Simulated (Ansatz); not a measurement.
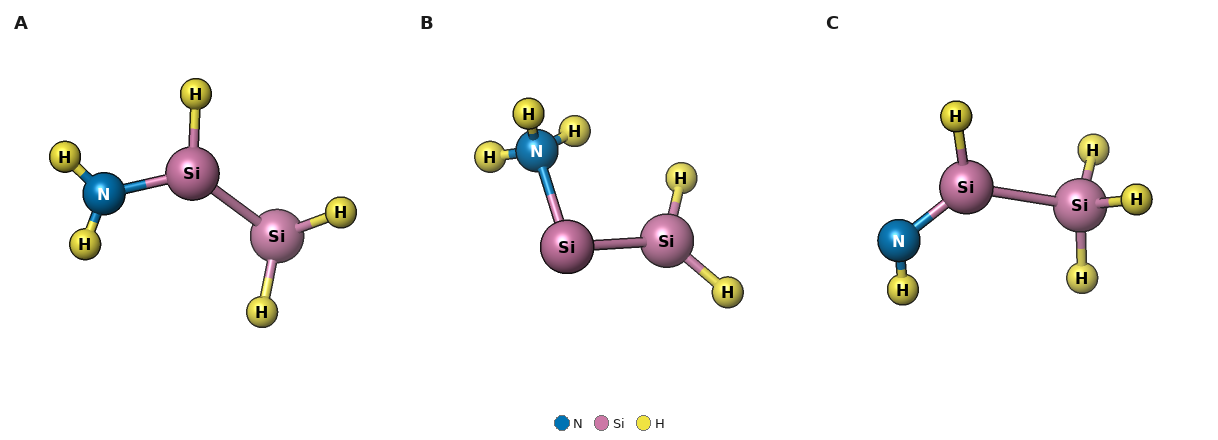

3 stationary structures of one formula. Geometries: PBE0-D4/def2-TZVP. Electronic energies: RHF-CCSD(T) (frozen core)/def2-TZVPP (Ansatz 0.2.0), without zero-point energy. No frequency run is at hand to confirm each as a minimum. Each is one conformer, not always the lowest.

> Which structure is the most stable?

A is lowest (C1); C lies 0.215 eV above it (Cs), B lies 0.881 eV above it (Cs).
